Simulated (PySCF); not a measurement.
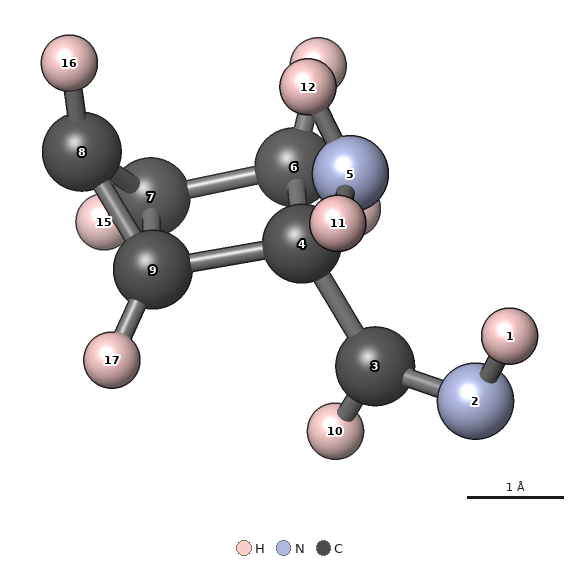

*The structure (ball-and-stick view, seen at a tilt; atoms are numbered from 1 in the order of the input).*

Bond lengths as drawn: C–C 1.44 to 1.58 Å, C–H 1.07 to 1.09 Å, C–N 1.25 to 1.43 Å and H–N 1.01 to 1.02 Å.

Run report: C₆H₉N₂, EPR calculation

- system: C₆H₉N₂, multiplicity 2
- method: UKS B3LYP, pcH-1 on C H N, non-relativistic, mean-field spin-orbit, GIAO (PySCF 2.14.0)

It belongs to a series of runs on one base structure; here: H removed from sp3 C.

### What the program printed
```
UKS, coarse grid
  cycle   1  E = -343.34078010  |g| = 3.92e-01
  cycle   2  E = -343.27283966  |g| = 5.75e-01
  cycle   3  E = -343.41075529  |g| = 1.13e-01
  cycle   4  E = -343.41570576  |g| = 4.92e-02
  cycle   5  E = -343.41680753  |g| = 1.03e-02
  cycle   6  E = -343.41686037  |g| = 4.22e-03
  cycle   7  E = -343.41687128  |g| = 1.19e-03
  cycle   8  E = -343.41687289  |g| = 7.10e-04
UKS, final grid
  cycle   1  E = -343.41682914  |g| = 9.74e-04
  cycle   2  E = -343.41682862  |g| = 1.45e-03
  cycle   3  E = -343.41682959  |g| = 9.63e-05
  cycle   4  E = -343.41682959  |g| = 3.87e-05
  cycle   5  E = -343.41682959  |g| = 2.74e-05
E = -343.41682959 Eh   <S^2> = 0.7538 (exact 0.7500)
g shifts (ppm)      1          2          3
  rmc          -150       -150       -150
  gc             -0         -1         20
  oz_so         -33        722        750
  total        -182        571        621
hyperfine (MHz)  atom isotope    a_iso     a_fc   dipolar eigenvalues
    0    1H       0.78       0.78     -1.09     -0.13      1.21
    1   14N       0.36       0.36     -1.08     -0.87      1.96
    2   13C      -1.70      -1.70     -2.02     -0.34      2.35
    3   13C      38.24      38.24     -7.24     -6.41     13.65
    4   14N       3.80       3.80     -0.52     -0.14      0.66
    5   13C      36.83      36.83     -4.76     -3.85      8.61
    6   13C      -5.43      -5.43     -4.37     -1.08      5.45
    7   13C     236.93     236.93    -77.28    -71.38    148.67
    8   13C     -20.75     -20.75     -3.91     -1.61      5.52
    9    1H       0.09       0.09     -1.45     -0.95      2.40
   10    1H       4.37       4.37     -1.67     -1.26      2.93
   11    1H      -0.40      -0.40     -3.91     -1.89      5.80
   12    1H       4.24       4.24     -3.18     -1.29      4.47
   13    1H      -2.23      -2.23     -3.72     -2.04      5.76
   14    1H      42.61      42.61     -5.05     -3.99      9.05
   15    1H      -7.64      -7.64    -34.39     -2.64     37.04
   16    1H      54.79      54.79     -4.74     -4.05      8.79
```

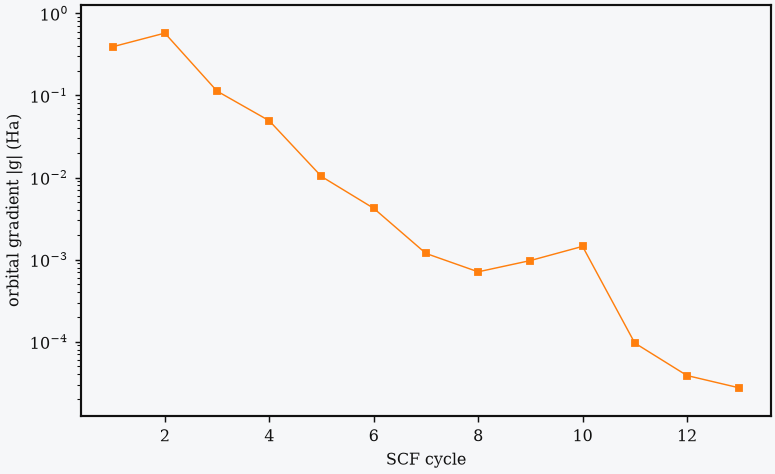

*Convergence of the self-consistent field: orbital gradient |g| against the SCF cycle.*

All cycles printed in the log are drawn one after another.

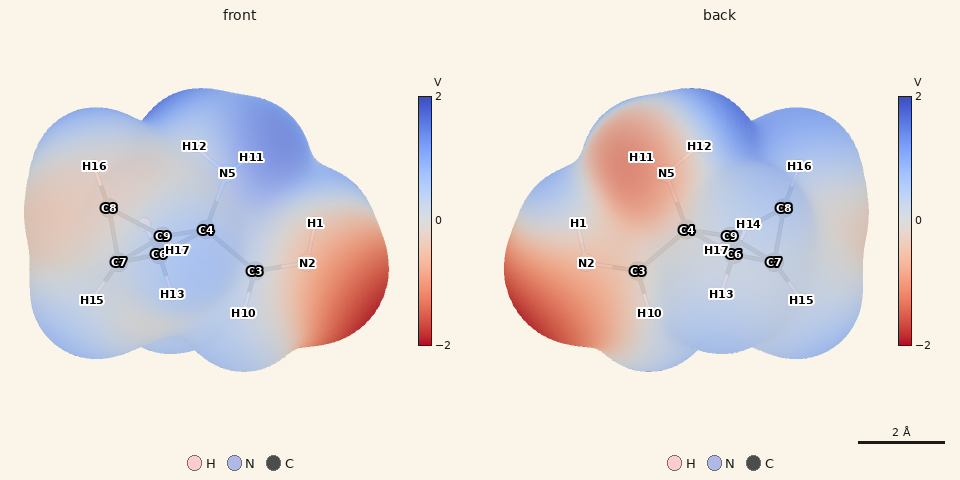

*The molecular electrostatic potential painted on the density surface at 0.001 e/bohr³, seen at a tilt and from behind; red is negative and blue positive.*

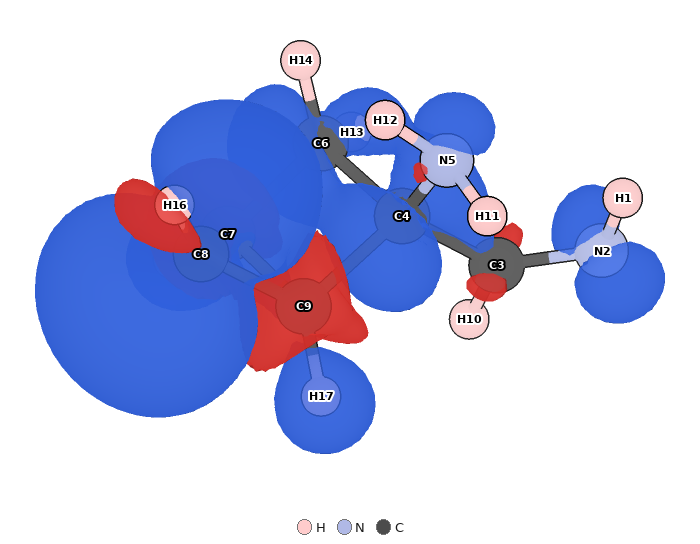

*Isosurfaces of the spin density at +0.005 (blue) and −0.005 e/Å³ (red), seen from the side.*

The unpaired spin (1 electron) lies mostly on C8 (about 0.7), in electrons by Hirshfeld's partition.

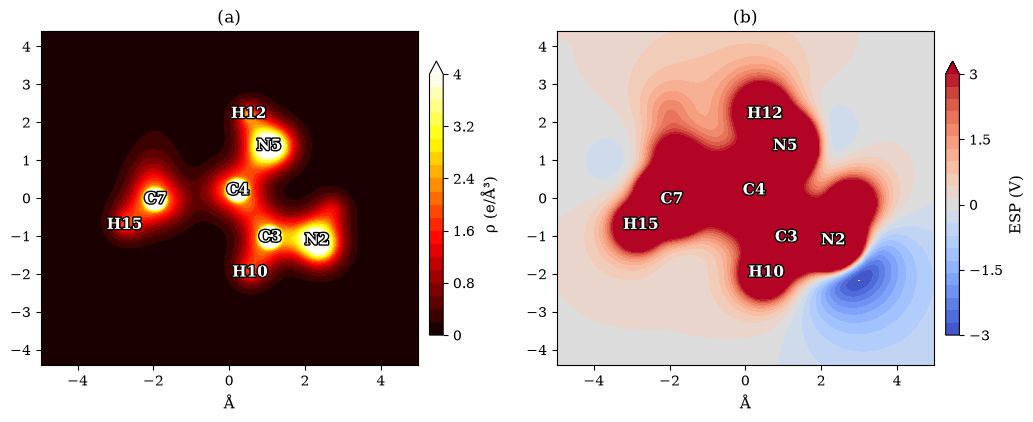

*(a) electron density; (b) electrostatic potential on the plane of atoms C3, C4 and N5.*

The section cuts through N, C and H sites. C–N (1.25 Å): ρ at the midpoint is about 2.9 e/Å³. N–H (1.01 Å): ρ at the midpoint is about 2.8 e/Å³, with its minimum of 2.3 e/Å³ about 0.7 Å from N. C–C (1.50 Å): ρ at the midpoint is about 1.8 e/Å³. C–H (1.09 Å): ρ at the midpoint is about 2.1 e/Å³.

This output came from the following input.

### Input file
```
{"job": {"kind": "epr", "basis": "pcH-1"}, "charge": 0, "multiplicity": 2}
H     -2.951455    -0.234803     0.408369
N     -2.682276    -0.729099    -0.442477
C     -1.456872    -0.677551    -0.698872
C     -0.382801     0.022706     0.082061
N     -0.958213     0.840601     1.109074
C      0.701721    -0.984699     0.554755
C      1.701026    -0.377763    -0.436349
C      1.876636     1.052065    -0.197806
C      0.679523     0.660006    -0.899196
H     -1.111058    -1.202119    -1.585510
H     -1.527513     1.582188     0.716205
H     -0.248686     1.250376     1.703156
H      0.438807    -2.020870     0.351112
H      0.970064    -0.883895     1.606124
H      2.388404    -0.972882    -1.015722
H      2.155831     1.681332     0.616852
H      0.399864     1.006434    -1.881685
```

The first line tells a small driver script what to run in PySCF; the rest is the geometry in Å.

Launched with:
```bash
OMP_NUM_THREADS=1 python <driver script> task.json out
```

### Results in brief

```csv
quantity,value
outcome,converged
total energy,−343.416830 hartree
⟨S²⟩,0.754
isotropic g,2.0027
hardware,"1 CPU thread, shared host"
wall time,62 s
peak memory,0.96 GiB
```
